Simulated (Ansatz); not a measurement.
# Phonons of YAu (Pm-3m) against volume

Wanted: mode Grüneisen parameters of YAu (Pm-3m).

Calculated with Ansatz 0.2.0; DFT PBEsol, scalar-relativistic, plane waves, PAW; PAW set soft_1.

## 1. Starting point

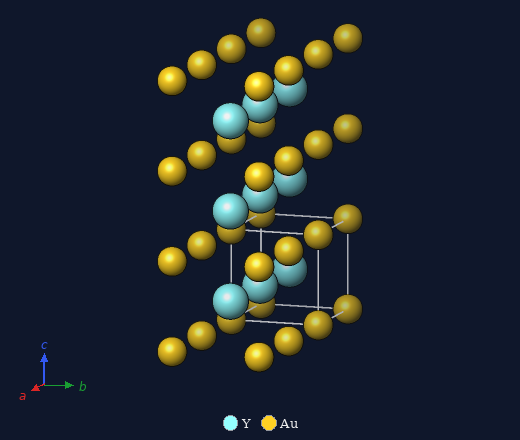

Start, viewed slightly off an axis; yttrium teal, gold yellow. 3×1×3 cells are drawn. Some periodic images of atoms are drawn too.

## 2. Phonons on a q mesh

The cell comes from relaxations at this level that are not shown. Stability and thermal properties need the whole zone. Linear response on a 4×4×4 q mesh gives force constants as far as a supercell of that size would.

Input file input.yaml:

```yaml
crystal:
  lattice:
    - [3.5490849273, 0.0, 0.0]
    - [0.0, 3.5490849273, 0.0]
    - [0.0, 0.0, 3.5490849273]
  atoms:
    - { symbol: "Y", position: [0.5, 0.5, 0.5] }
    - { symbol: Au, position: [0.0, 0.0, 0.0] }
kpoints:
  mp_grid: { grid: [12, 12, 12] }
hamiltonian:
  xc: pbesol
  pseudopotentials: { kind: paw, azcp: { folder: soft_1 }, xc_functional: pbe }
scf:
  occupations: { method: methfessel_paxton, width: 0.2 }
output:
  eigenvalues: true
phonons:
  method: dfpt
  qmesh: [4, 4, 4]
  temperatures: { t_max: 1000, t_step: 50 }
  qpath:
    path:
      - [[0.0, 0.0, 0.0], [0.0, 0.5, 0.0], [0.5, 0.5, 0.0], [0.0, 0.0, 0.0], [0.5, 0.5, 0.5], [0.0, 0.5, 0.0]]
      - [[0.5, 0.5, 0.5], [0.5, 0.5, 0.0]]
    npoints: 10
```

Run with:

```bash
$ ansatz run input.yaml --threads 4 --pin off --max-ram 10240MiB --backend cpu --events-out ev --progress --plain --runs-dir out
```

Numbers of over 12 decimals in the logs are rounded to 6 here.

The log of the run:

```text
Engine: ansatz 0.2.0, x86_64-unknown-linux-gnu
Pseudopotentials: kind: paw
Pseudopotential: Y, paw, valence charge 11, recommended cutoff 420 eV (normal), soft_1/Y.paw.azcp
Pseudopotential: Au, paw, valence charge 19, recommended cutoff 420 eV (normal), soft_1/Au.paw.azcp
Functional definition: PBEsol
  exchange = pbesol_x
  correlation = pbesol_c
Crystal: 2 atoms, lattice volume = 44.704 Å³
Basis set: ecut = 420 eV, 895 PW (Γ), exchange–correlation on 48×48×48 points (8 copies of the dense FFT grid, shifted against one another)
Bands: 19, of which v1, the nominal top of the filled ones, is band 15 counted from 1 (14 counted from 0)
Symmetry: 48 space group operations
k-points: 84 of 1728
Non-local potential: Y, projectors of the file, l = 0: 3, l = 1: 2, l = 2: 2, l = 3: 1
Non-local potential: Au, projectors of the file, l = 0: 3, l = 1: 2, l = 2: 2, l = 3: 1
PAW form: soft (Blöchl's): semilocal exchange-correlation on the pseudo side does not see the compensation charge
PAW frozen core: Y, regenerated for the run's functional, and the local potential with it (the file was generated under x = pbe(κ = 0.804, μ = 0.219515), c = pbe(β = 0.066725))
PAW frozen core: Au, regenerated for the run's functional, and the local potential with it (the file was generated under x = pbe(κ = 0.804, μ = 0.219515), c = pbe(β = 0.066725))
PAW one-centre angular grid: Y, 590 points (default); XC on 64 Gauss nodes
PAW one-centre angular grid: Au, 590 points (default); XC on 64 Gauss nodes
Initial density: superposition of atomic densities (chi_scale 0.1, normalization cell, long waves kept (reshape's long-wave potential 0.00 eV rms))
Initial wavefunctions: pseudopotential atomic-orbital guess
Functional: x = pbesol(κ = 0.804, μ = 0.123457), c = pbesol(β = 0.046)
SCF iter   1: F=—  HF=-16813.407594 eV  |F-HF|=—  |Δ(HF+E_count)|=         —  Δρ=2.69e-1  dr2=6.21e1  ethr=3.10e-3  ⟨swp⟩=4.2  Hψ=6155  notcnv=0
preconditioner: auto → Kerker (q_TF=auto, 2.553 Å⁻¹)  [metal: Δε(μ)=0.024 eV  Ē_g=4.128 eV  σ=0.200 eV  W_gap=0.10  n_scr=18 (ndim 8)  ℏωp=20.8 eV  f_vac=0.000  D(μ)=3.80/eV (n_scr^D=32)]
SCF iter   2: F=—  HF=-16808.851448 eV  |F-HF|=—  |Δ(HF+E_count)|=    4.56e0  S|Δr|=    0.00e0  Δρ=1.49e-1  dr2=2.04e1  ethr=3.10e-3  ⟨swp⟩=2.2  Hψ=3785  notcnv=0
SCF iter   3: F=—  HF=-16806.247394 eV  |F-HF|=—  |Δ(HF+E_count)|=    2.60e0  S|Δr|=    0.00e0  Δρ=4.75e-2  dr2=2.50e0  ethr=3.10e-3  ⟨swp⟩=2.8  Hψ=3200  notcnv=0
SCF iter   4: F=—  HF=-16805.686201 eV  |F-HF|=—  |Δ(HF+E_count)|=   5.61e-1  S|Δr|=    0.00e0  Δρ=8.18e-3  dr2=3.03e-2  ethr=3.10e-3  ⟨swp⟩=2.6  Hψ=2949  notcnv=0
SCF iter   5: F=—  HF=-16805.683846 eV  |F-HF|=—  |Δ(HF+E_count)|=   2.36e-3  S|Δr|=    0.00e0  Δρ=2.80e-3  dr2=8.60e-3  ethr=1.01e-4  ⟨swp⟩=1.4  Hψ=2248  notcnv=0
SCF iter   6: F=—  HF=-16805.681220 eV  |F-HF|=—  |Δ(HF+E_count)|=   2.63e-3  S|Δr|=    0.00e0  Δρ=5.10e-4  dr2=1.20e-4  ethr=2.87e-5  ⟨swp⟩=2.0  Hψ=2353  notcnv=0
SCF iter   7: F=—  HF=-16805.681215 eV  |F-HF|=—  |Δ(HF+E_count)|=   4.40e-6  S|Δr|=    0.00e0  Δρ=1.02e-4  dr2=6.10e-6  ethr=4.01e-7  ⟨swp⟩=2.0  Hψ=2211  notcnv=0
SCF iter   8: F=—  HF=-16805.681211 eV  |F-HF|=—  |Δ(HF+E_count)|=   4.45e-6  S|Δr|=    0.00e0  Δρ=1.47e-5  dr2=1.37e-7  ethr=2.03e-8  ⟨swp⟩=2.0  Hψ=2084  notcnv=0
SCF iter   9: F=—  HF=-16805.681205 eV  |F-HF|=—  |Δ(HF+E_count)|=   5.79e-6  S|Δr|=    0.00e0  Δρ=4.83e-6  dr2=2.26e-8  ethr=4.57e-10  ⟨swp⟩=2.0  Hψ=2425  notcnv=0
SCF iter  10: F=—  HF=-16805.681205 eV  |F-HF|=—  |Δ(HF+E_count)|=   4.98e-9  S|Δr|=    0.00e0  Δρ=1.44e-6  dr2=2.12e-9  ethr=7.52e-11  ⟨swp⟩=2.0  Hψ=1987  notcnv=0
SCF iter  11: F=—  HF=-16805.681205 eV  |F-HF|=—  |Δ(HF+E_count)|=  5.06e-10  S|Δr|=    0.00e0  Δρ=2.64e-7  dr2=7.71e-11  ethr=7.08e-12  ⟨swp⟩=2.0  Hψ=2157  notcnv=0
SCF iter  12: F=-16805.681205 eV  HF=-16805.681205 eV  |F-HF|=3.64e-12  |Δ(HF+E_count)|=  1.82e-11  S|Δr|=    0.00e0  Δρ=2.96e-8  dr2=7.23e-13  ethr=1.00e-12  ⟨swp⟩=5.6  Hψ=6249  notcnv=0
the search or the solves at the SCF's close seem to have found levels that the self-consistency loop had missed (the run counts 1). By its estimate they hold under 1e-12 electrons; where the run keeps them, the occupations were computed again with them
SCF 1 converged in 12 iterations: F = -16805.681205 eV  dr2 = 7.23e-13
  greatest PAW one-centre occupation: 1.000 electrons in one spin orbital (limit 2), on the Au atom at site 1 (counted from 0), in its partial waves of l = 0
Initial density: read from a saved state, or passed on in memory by an earlier SCF of this step, an earlier step, the calling program or the single point that the run made first
iter 1 solved again at ethr=6.08e-9 eV; its pass at ethr=3.10e-3 eV (dr2=1.82e-6 eV) is discarded
SCF iter   1: F=—  HF=-16805.681205 eV  |F-HF|=—  |Δ(HF+E_count)|=         —  Δρ=1.56e-7  dr2=1.42e-11  ethr=6.08e-9  ⟨swp⟩=4.1  Hψ=11718  notcnv=0
eigensolver tolerance schedule: the retry pair's looser diagonalisation over-reported the residual by 128074.96 of it (diagonalisation noise at 0.34 of the residual, at the tolerance the schedule requests for it); recorded, not acted on — ethr = c·dr2/N_el stays at c = 1.0e-1
preconditioner: auto → Kerker (q_TF=auto, 2.553 Å⁻¹)  [metal: Δε(μ)=0.019 eV  Ē_g=12.085 eV  σ=0.200 eV  W_gap=0.08  n_scr=18 (ndim 8)  ℏωp=24.8 eV  f_vac=0.000  D(μ)=0.77/eV (n_scr^D=0)]
SCF iter   2: F=-16805.681205 eV  HF=-16805.681205 eV  |F-HF|=3.64e-12  |Δ(HF+E_count)|=   2.41e-8  S|Δr|=    0.00e0  Δρ=5.46e-8  dr2=1.24e-12  ethr=1.00e-12  ⟨swp⟩=3.0  Hψ=6827  notcnv=0
SCF 2 converged in 2 iterations: F = -16805.681205 eV  dr2 = 1.24e-12
phonons: the bands overlap, so this run is a metal and interpolates without the dipole-dipole term. If the crystal is really an insulator or semiconductor, its LO-TO splitting is missing
NSCF: frozen V_eff on 84 k-points
NSCF: frozen V_eff on 196 k-points
DFPT response loops at q = (0, 0, 0) (fractional): preconditioner auto → Kerker (q_TF=auto, 2.553 Å⁻¹) (partly filled bands, converged f_vac=0.000); β = 1.00, the filter's whole step (`scf.mixing.beta` (0.50) is not read by the response loops under this deck's `scf.mixing.preconditioner`; to damp them name `kerker` or `kerker_dos`, under which they read `scf.mixing.beta`, and type it under 1.00, their step now; both keys bind the ground state too); Broyden in place of MSR1
NSCF: frozen V_eff on 1176 k-points
DFPT response loops at q = (0, 0, 0.25) (fractional): mixed as the last ones told, above
NSCF: frozen V_eff on 686 k-points
DFPT response loops at q = (0, 0, -0.5) (fractional): mixed as the last ones told, above
NSCF: frozen V_eff on 2016 k-points
DFPT response loops at q = (0, 0.25, 0.25) (fractional): mixed as the last ones told, above
NSCF: frozen V_eff on 1176 k-points
DFPT response loops at q = (0, 0.25, -0.5) (fractional): mixed as the last ones told, above
NSCF: frozen V_eff on 686 k-points
DFPT response loops at q = (0, -0.5, -0.5) (fractional): mixed as the last ones told, above
NSCF: frozen V_eff on 1872 k-points
DFPT response loops at q = (0.25, 0.25, 0.25) (fractional): mixed as the last ones told, above
NSCF: frozen V_eff on 2016 k-points
DFPT response loops at q = (0.25, 0.25, -0.5) (fractional): mixed as the last ones told, above
NSCF: frozen V_eff on 1176 k-points
DFPT response loops at q = (0.25, -0.5, -0.5) (fractional): mixed as the last ones told, above
NSCF: frozen V_eff on 392 k-points
DFPT response loops at q = (-0.5, -0.5, -0.5) (fractional): mixed as the last ones told, above
SCF converged after 12 iterations
Stability not checked: this state was not tested for a lower state beside it, because cold or Methfessel-Paxton smearing, or corrected tetrahedra, fill the levels in a way that the test cannot read (fill_not_monotonic; see scf.lower_state_search)
Free energy (F): -16805.681205 eV
Harris-Foulkes:  -16805.681205 eV  (|F-HF|=3.64e-12)
Internal energy: -16805.687361 eV  (E = F + TS)
E sigma→0 (E₀):  -16805.682744 eV
Entropy (-TS):   0.006156 eV (3.078 meV/atom)
Fermi energy:    15.204296 eV
--- Per-component energies (eV) ---
  E_band       = -385.038612
  E_kinetic    = 894.232959
  E_local      = -2752.086126  (includes V_loc(G=0)·N_el)
  E_nonlocal   = 126.344530
  E_hartree    = 1125.311459
  E_xc         = -392.972965
  E_vxc        = -468.099804  (∫ρ·V_xc dr)
  E_paw        = -12352.632663  (= ΣΔE_a)
  E_vpaw       = -436.054729  (= ΣTr[D̂ρ^β])
  E_aug_tail   = 0.001595  (compensation charges beyond the density's cutoff)
  E_ewald      = -3454.344453
  E_core_change = 0.458300  (= ΣΔE_core)
  E_smearing   = 0.006156  (= −TS)
  E_closure    = 0.000000  (closes the sum)
  Σ components = -16805.681205   (vs F -16805.681205, Δ=0.00e0)
--- Band table (eV; the first three rows and the last of 84) ---
  k-point 0: bands = [... 11 lower, 10.7205, 10.7205, 10.7205, 16.0903, 16.0903, 19.7224, 19.7224, 19.7224]
  k-point 1: bands = [... 11 lower, 10.7085, 10.7085, 10.7313, 16.0293, 16.0929, 19.1120, 19.1120, 19.6846]
  k-point 2: bands = [... 11 lower, 10.6763, 10.6763, 10.7611, 15.8611, 15.9758, 18.2673, 18.2673, 19.5821]
  k-point 83: bands = [... 11 lower, 11.4681, 11.4681, 13.3658, 13.3658, 13.3658, 15.1643, 20.7153, 20.7153]
--- Phonons (Γ-DFPT): 2 representative perturbations + reference (Σ response iterations 6) ---
  ASR residual: 4.827e-5 → 0.000e0 eV/Å²; symmetrization residual: 3.607e-5 eV/Å²
  ASR residual per site (eV/Å²): 9.89e-6 4.83e-5
  Γ frequencies (cm⁻¹): 0.00 0.00 0.00 104.98 104.98 104.98
--- Phonons (arbitrary-q DFPT): 10 irreducible q on the 4×4×4 mesh ---
  q = [0.0000, 0.0000, 0.0000] (star 1, of the zone-centre solve; hermiticity 2.91e-5, symmetrization 1.63e-11): -0.00 -0.00 0.00 104.98 104.98 104.98
  q = [0.0000, 0.0000, 0.2500] (star 6, 4 solved perturbations in 1848 linear systems a pass and spin channel, the states on 588 of 1728 k-point pairs; hermiticity 6.69e-6, symmetrization 1.33e-12): 40.82 40.82 61.88 103.13 103.13 147.47
  q = [0.0000, 0.0000, -0.5000] (star 3, 4 solved perturbations in 1078 linear systems a pass and spin channel, the states on 343 of 1728 k-point pairs; hermiticity 2.55e-8, symmetrization 8.60e-9): 56.64 56.64 68.41 97.35 97.35 182.42
  q = [0.0000, 0.2500, 0.2500] (star 12, 4 solved perturbations in 3108 linear systems a pass and spin channel, the states on 1008 of 1728 k-point pairs; hermiticity 6.65e-6, symmetrization 1.27e-13): 38.02 45.83 63.81 95.04 129.44 146.58
  q = [0.0000, 0.2500, -0.5000] (star 12, 6 solved perturbations on 588 of 1728 k-point pairs; hermiticity 5.45e-6, symmetrization 6.82e-9): 40.73 49.21 49.79 88.81 133.75 170.48
  q = [0.0000, -0.5000, -0.5000] (star 3, 4 solved perturbations in 1078 linear systems a pass and spin channel, the states on 343 of 1728 k-point pairs; hermiticity 5.31e-6, symmetrization 3.08e-10): 7.44 7.44 39.67 79.67 156.61 156.61
  q = [0.2500, 0.2500, 0.2500] (star 8, 2 solved perturbations on 936 of 1728 k-point pairs; hermiticity 2.32e-6, symmetrization 2.36e-12): 49.32 49.32 52.29 129.68 129.68 138.48
  q = [0.2500, 0.2500, -0.5000] (star 12, 4 solved perturbations in 3108 linear systems a pass and spin channel, the states on 1008 of 1728 k-point pairs; hermiticity 5.17e-6, symmetrization 3.15e-9): 32.74 41.98 57.38 128.81 129.89 162.34
  q = [0.2500, -0.5000, -0.5000] (star 6, 4 solved perturbations in 1848 linear systems a pass and spin channel, the states on 588 of 1728 k-point pairs; hermiticity 6.67e-6, symmetrization 1.86e-9): 34.65 34.65 49.91 120.84 159.19 159.19
  q = [-0.5000, -0.5000, -0.5000] (star 1, 2 solved perturbations on 196 of 1728 k-point pairs; hermiticity 3.18e-10, symmetrization 1.59e-10): 45.21 45.21 45.21 159.55 159.55 159.55
  sum rule: each row above includes the acoustic sum rule's correction from the zone centre's row sums; it moved no ω² by more than (0.26 cm⁻¹)²
  mesh force constants: q→R imaginary residual 1.96e-18; ASR residual 4.827e-5 → 0.000e0 eV/Å²; symmetrization residual 2.665e-15 eV/Å²
  interpolated dispersion: 62 rows × 6 modes
  density of states and harmonic sums: on the 20×20×20 q-mesh, interpolated from the force constants of a 4×4×4 supercell (no non-analytic term)
  largest difference from the sums on the solved wave vectors: F 6.90e-3 eV, S 1.09e-5 and C_V 4.01e-6 eV/K
  zero-point energy: 0.032967 eV/cell   skipped modes (ω ≤ 0): 3   left out of the sums: 6.25e-5 of the cell's modes: C_V's classical limit lies that fraction below 3 k_B per atom; for a crystal, a wire or a layer, F and S can be off by more, and a phonons.interpolated_qmesh denser along its periods is the remedy for the sampling
```

The job ended after 5.1 min (4 threads of Intel Xeon Platinum 8259CL at 2.50GHz (Skylake/Cascade Lake), shared host; peak memory 2.1 GiB; 19 min of CPU time).

Numbers from this step:

```
volume per atom                                            : 22.35 Å³
gap on the k-mesh                                          : 0 eV
sum-rule residual before enforcement                       : 4.83e-5 eV/Å²
lowest frequency on the path                               : 0 cm⁻¹
point group                                                : m-3m
highest frequency on the path or at a solved wavevector    : 182.4 cm⁻¹
mean frequency                                             : 88.6 cm⁻¹
Debye temperature (second moment)                          : 186 K
logarithmic mean frequency                                 : 75.6 cm⁻¹
highest optical mode at the zone centre (no LO-TO term)    : 105.0 cm⁻¹
lowest optical zone-centre mode                            : 105.0 cm⁻¹
lowest mode on the q mesh (acoustic modes at Γ apart)      : 7.44 cm⁻¹
zero-point energy per atom                                 : 16.48 meV
heat capacity at 300 K                                     : 24.47 J/(mol atoms K)
vibrational entropy at 300 K                               : 50.48 J/(mol atoms K)
edges of the widest gap between branches, on path and mesh : 68.4, 79.7 cm⁻¹
```

Frequencies (cm⁻¹) solved at each irreducible wavevector; negative means imaginary. Frequencies by wavevector, by row:

```csv
q in reciprocal lattice units,star,mode 1,mode 2,mode 3,mode 4,mode 5,mode 6
0 0 0,1,0,0,0,105,105,105
0 0 0.25,6,40.8,40.8,61.9,103.1,103.1,147.5
0 0 -0.5,3,56.6,56.6,68.4,97.3,97.3,182.4
0 0.25 0.25,12,38,45.8,63.8,95,129.4,146.6
0 0.25 -0.5,12,40.7,49.2,49.8,88.8,133.8,170.5
0 -0.5 -0.5,3,7.4,7.4,39.7,79.7,156.6,156.6
0.25 0.25 0.25,8,49.3,49.3,52.3,129.7,129.7,138.5
0.25 0.25 -0.5,12,32.7,42,57.4,128.8,129.9,162.3
0.25 -0.5 -0.5,6,34.6,34.6,49.9,120.8,159.2,159.2
-0.5 -0.5 -0.5,1,45.2,45.2,45.2,159.6,159.6,159.6
```

Symmetry leaves 10 wavevectors to solve. The lowest mode among them, the acoustic zeros apart, lies at q = (0, -0.5, -0.5) and is real, 7.4 cm⁻¹.

## 3. Relaxing at another volume, volume ratio 0.97

The volume is scaled by 0.97 and held; symmetry leaves nothing to relax, so this is a single point. The modes can then be followed against volume.

input.yaml, the sections that differ from step 2:

```yaml
crystal:
  lattice:
    - [3.5132331334, 0.0, 0.0]
    - [0.0, 3.5132331334, 0.0]
    - [0.0, 0.0, 3.5132331334]
  atoms:
    - { symbol: "Y", position: [0.5, 0.5, 0.5] }
    - { symbol: Au, position: [0.0, 0.0, 0.0] }
output:
  forces: true
  stress: true
  eigenvalues: true
# kpoints, hamiltonian, scf: as in step 2
# phonons: removed
```

The log of the run:

```text
[...]
Crystal: 2 atoms, lattice volume = 43.363 Å³
Basis set: ecut = 420 eV, 847 PW (Γ), exchange–correlation on 48×48×48 points (8 copies of the dense FFT grid, shifted against one another)
Bands: 19, of which v1, the nominal top of the filled ones, is band 15 counted from 1 (14 counted from 0)
Symmetry: 48 space group operations
[...]
k-points: 84 of 1728
[...]
--- Band table (eV; the first three rows and the last of 84) ---
  k-point 0: bands = [... 11 lower, 11.1917, 11.1917, 11.1917, 16.6813, 16.6813, 20.4424, 20.4424, 20.4424]
  k-point 1: bands = [... 11 lower, 11.1795, 11.1795, 11.2031, 16.6152, 16.6871, 19.7946, 19.7946, 20.4015]
  k-point 2: bands = [... 11 lower, 11.1471, 11.1471, 11.2346, 16.4327, 16.5786, 18.9120, 18.9120, 20.2904]
  k-point 83: bands = [... 11 lower, 11.9794, 11.9794, 13.8342, 13.8342, 13.8342, 15.7945, 21.4704, 21.4704]
[key lines of the parts left out:]
SCF converged after 9 iterations
Free energy (F): -16805.668325 eV
Fermi energy:    15.766241 eV
P = ⅓ Tr σ = 3.1640 GPa (31.640 kbar)
```

Elapsed: 1.5 s, on 4 threads; peak memory 0.44 GiB; 4.7 s of CPU time.

Numbers from this step:

- pressure: 3.164 GPa
- volume per atom: 21.68 Å³

The run ends at a pressure of 3.16 GPa.

(Part 1 of 2 ends here.)

[Logs are printed without paths, hosts, clocks, repeated set-up lines and the standing remarks that a program may print on its own settings, such as how far it seeks lower states.]

[Hosts, paths, dates, database ids (printed as entryN), source tags and the programs' standing remarks are cut or masked in the printed files.]
